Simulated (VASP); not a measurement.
Band structure of Cu (space group Fm-3m). Level of theory: PBE GGA, VASP's PBE PAW potentials (set 64) (plane waves; VASP).

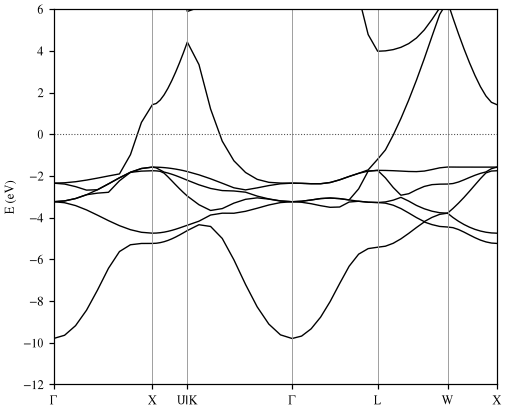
Figure. Bands along high-symmetry lines, zero at the valence-band maximum or, without a gap, the Fermi level

Problem. Read the plot: is there a gap, and where are the band edges?

Solution. It has no gap at this level: it comes out as a metal or semimetal.

The structure comes from a computed database's Cu entry; how it stands against other phases isn't given here. The cell was not relaxed at this level.
